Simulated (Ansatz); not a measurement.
CO: molecular dynamics (part 4 of 4)

CO (disordered cell, 16 atoms in the cell); DFT PBE-D3(BJ), scalar-relativistic, plane waves, PAW, no spin polarisation (Ansatz 0.2.0); cutoff 420 eV, 1×1×1 k-mesh, Fermi–Dirac smearing of 0.05 eV. It belongs to a series of runs on one base structure; here: dynamics from the last frame of the run before.

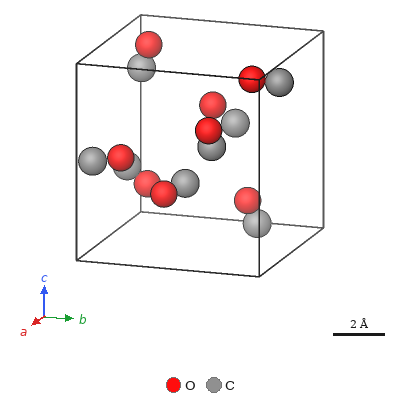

The geometry at step 58 of the log (spheres-only view of the cell of the calculation, seen slightly off an axis).

## Input
```yaml
crystal:
  lattice:
    - [7.741753, 0.0, 0.0]
    - [0.0, 7.741753, 0.0]
    - [0.0, 0.0, 7.741753]
  atoms:
    - { symbol: O, position: [0.17506638, 0.11486655, 0.2296918] }
    - { symbol: C, position: [0.2634603, 0.03490522, 0.32061792] }
    - { symbol: O, position: [0.13660847, 1.06676296, 0.93287812] }
    - { symbol: C, position: [0.10250376, 1.09226762, 0.80055819] }
    - { symbol: O, position: [0.70558378, 0.85675302, -0.0048196] }
    - { symbol: C, position: [0.74337338, 0.99382306, -0.06505787] }
    - { symbol: O, position: [0.08363067, 0.5964558, 0.13563186] }
    - { symbol: C, position: [0.01482868, 0.70048367, 0.05349007] }
    - { symbol: O, position: [0.63864747, 0.46847574, 0.22889483] }
    - { symbol: C, position: [0.52973346, 0.44466952, 0.31441431] }
    - { symbol: O, position: [0.65708608, 0.10355051, 0.51428981] }
    - { symbol: C, position: [0.71037721, 0.05056032, 0.39308573] }
    - { symbol: O, position: [0.78748772, 0.65015877, 0.62151676] }
    - { symbol: C, position: [0.64292766, 0.65665647, 0.58310692] }
    - { symbol: O, position: [0.23467861, 0.46165263, 0.68837255] }
    - { symbol: C, position: [0.16589123, 0.53778428, 0.5868897] }
basis:
  ecutwfc: 420.0
kpoints:
  mp_grid: { grid: [1, 1, 1] }
hamiltonian:
  xc: pbe
  dispersion: d3bj
scf:
  occupations: { method: fermi_dirac, width: 0.05 }
  lower_state_search: "off"
md:
  timestep: 1
  n_steps: 400
  ensemble: npt_langevin
  temperature: 1500.0
  initial_velocities: maxwell_boltzmann
  seed: 297684
  friction: 0.05
  pressure: 0.0
  fix_cell: [angles]
```

Launch command:
```bash
ansatz run input.yaml --threads 1 --pin off --max-ram 3072MiB --backend cpu --events-out ev --progress --plain --runs-dir out
```

## Results in brief

```json
{"quantity": "outcome", "value": "finished"}
{"quantity": "mean temperature over the second half", "value": "1510 K"}
{"quantity": "trajectory", "value": "400 steps, 400 fs"}
{"quantity": "ensemble", "value": "npt_langevin"}
{"quantity": "temperature in the input", "value": "1500.0 K"}
{"quantity": "time step", "value": "1 fs"}
{"quantity": "electrons treated", "value": "80"}
{"quantity": "potential energy (free energy of the electrons) (last step)", "value": "−6532.3726 eV"}
{"quantity": "Fermi energy (last step)", "value": "−3.259 eV"}
{"quantity": "pressure (without the kinetic term) (last step)", "value": "−2.10 GPa"}
{"quantity": "largest force (length of the vector) (last step)", "value": "5.992 eV/Å"}
{"quantity": "hardware", "value": "1 thread of AMD EPYC (Zen 5), 16 GiB of memory available, shared host"}
{"quantity": "wall time", "value": "9 min"}
{"quantity": "peak memory", "value": "0.63 GiB"}
```

## Remarks

The k-point mesh is coarse for a cell of this size, so the results may not be converged. So short a trajectory is not equilibrated. The logged temperature at the start can lie below the typed one, since it is counted over all degrees of freedom.
